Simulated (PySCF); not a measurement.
C6H6F2

```tsv
atom	x (Å)	y (Å)	z (Å)
C	-3.0440	-0.0631	0.3082
C	-1.8728	-0.2335	-0.3008
F	-1.8599	-0.7889	-1.5359
C	-0.5775	0.1174	0.2251
C	0.5770	-0.0792	-0.4326
C	1.8597	0.2764	0.1086
C	3.0180	0.0937	-0.5239
F	3.0907	-0.4480	-1.7470
H	-3.9643	-0.3568	-0.1625
H	-3.0944	0.3728	1.2873
H	-0.5843	0.5614	1.2104
H	0.5686	-0.5246	-1.4181
H	1.8895	0.7201	1.0924
H	3.9930	0.3518	-0.1385
```

Geometry: GFN2-xTB.

These are results of PBE0/pcSseg-1, SCF density, gas phase, non-relativistic in PySCF, not measurements.

Question: What can the converged electron density and electron localisation function tell about the bonding?

Answer: C–C (1.33 Å): the density is about 2.3 e/Å³ at the midpoint; the ELF peaks at about 0.95 between the atoms; a multiple bond.
C–F (1.34 Å): the density is about 2.3 e/Å³ at the midpoint; the ELF peaks at about 0.85 between the atoms (a polar covalent bond).
C–H (1.07 Å): the density is about 2 e/Å³ at the midpoint; the ELF climbs to about 1 towards the hydrogen, as it does in any bond to H (a covalent bond by its length).
C–C (1.44 Å): ρ is about 1.9 e/Å³ halfway; the ELF peaks at about 0.95 between the atoms (a covalent bond).

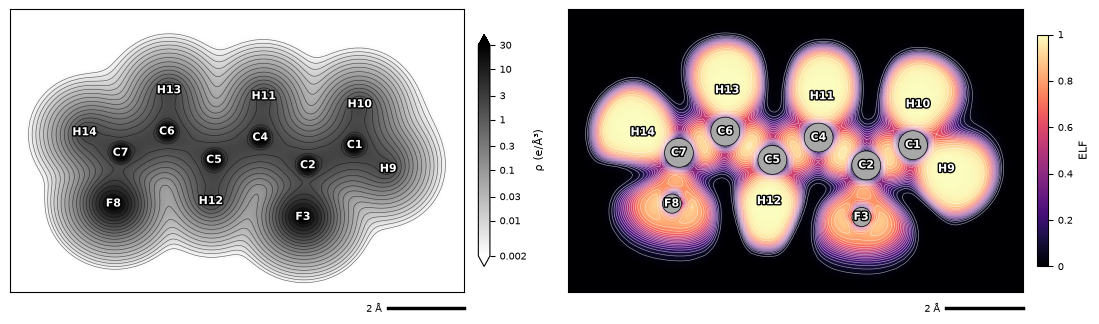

Computed electron density and electron localisation function on the molecular plane, in this order. Grey discs cover the atomic cores in the ELF map. 
